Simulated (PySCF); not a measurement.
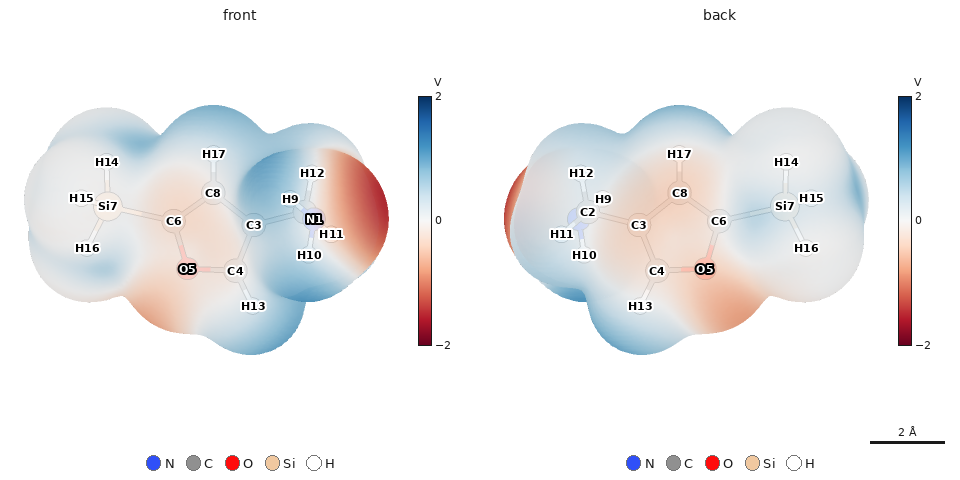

Figure 1: C5H9NOSi (SMILES NCc1coc([SiH3])c1). The electrostatic potential painted on the density surface at 0.001 e/bohr³, seen from the front and from behind; red is negative and blue positive.

Geometry: GFN2-xTB.

Level of theory: CAM-B3LYP/def2-SVPD, SCF density, gas phase (PySCF 2.14.0).

The calculation's input:

```
{"job": {"kind": "uv", "xc": "CAM-B3LYP", "basis": "def2-SVPD", "nstates": 8, "ntriplets": 3}, "charge": 0, "multiplicity": 1}
N     -3.043437     0.393677     0.340793
C     -2.160707    -0.763526     0.442294
C     -0.729773    -0.465280     0.108414
C     -0.173636    -0.351436    -1.134783
O      1.119879    -0.011402    -1.054153
C      1.433803     0.108169     0.259915
Si     3.191787     0.582682     0.695654
C      0.320067    -0.158426     1.009773
H     -2.717564     1.132991     0.955497
H     -3.029544     0.757585    -0.606778
H     -2.548215    -1.530873    -0.233811
H     -2.225949    -1.138160     1.466966
H     -0.587819    -0.497331    -2.113665
H      3.601442    -0.211074     1.855289
H      3.250070     2.007938     1.035194
H      4.030446     0.302381    -0.466953
H      0.262154    -0.145884     2.079905
```

Run with:

```sh
OMP_NUM_THREADS=1 python probes_run.py task.json out
```

Question: Describe the electrostatic potential map.

Answer: The most negative region (about −1.5 V) lies over N1, the most positive (about +1.1 V) over H9 and H10. N1 is the likeliest acceptor of a hydrogen bond.

Question: What dipole moment does the calculation give?

Answer: Its dipole moment is 0.45 D.
